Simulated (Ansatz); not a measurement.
Reaction (SMILES): P (PH3) → [PH2-] + H+
B3LYP-D3(BJ)/def2-TZVP geometries, fixed; electronic energies without zero-point terms.

Basis-set convergence of the deprotonation energy at PBE with Ansatz (a program for electronic structure). Cartesian d functions, on some or all atoms, in 6-31G*, 6-31+G*, 6-31G**; all else is spherical. The program fits the integrals of some runs and decomposes those of others, by size. No added dispersion term, no relativity. Functions are those of the species that has most. Reference: the value in aug-pcseg-3, 369.63 kcal/mol, itself unsure by roughly 1.93 kcal/mol (its mean distance from aug-cc-pV(Q+d)Z, def2-QZVPPD). Deviations are taken from unrounded values.

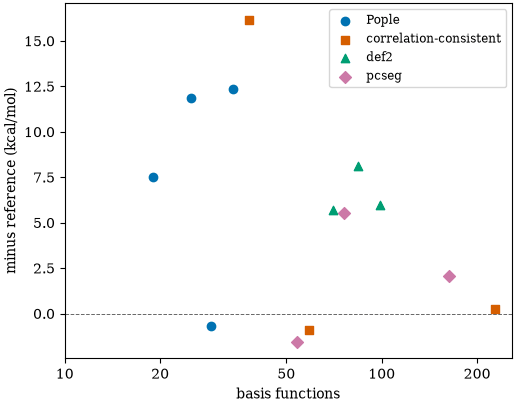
Deviation from the reference against the number of basis functions, by family of sets.

| basis | functions | deprotonation energy (kcal/mol) | minus reference (kcal/mol) |
|---|---|---|---|
| 3-21G | 19 | 377.17 | 7.54 |
| 6-31G* | 25 | 381.48 | 11.85 |
| 6-31+G* | 29 | 368.97 | -0.67 |
| 6-31G** | 34 | 381.96 | 12.33 |
| cc-pV(D+d)Z | 38 | 385.81 | 16.18 |
| aug-pcseg-1 | 54 | 368.06 | -1.57 |
| aug-cc-pV(D+d)Z | 59 | 368.72 | -0.91 |
| def2-TZVPD | 70 | 375.35 | 5.72 |
| pcseg-2 | 76 | 375.18 | 5.55 |
| def2-TZVPP | 84 | 377.76 | 8.13 |
| def2-TZVPPD | 99 | 375.60 | 5.97 |
| pcseg-3 | 163 | 371.72 | 2.09 |
| aug-cc-pV(Q+d)Z | 227 | 369.87 | 0.24 |
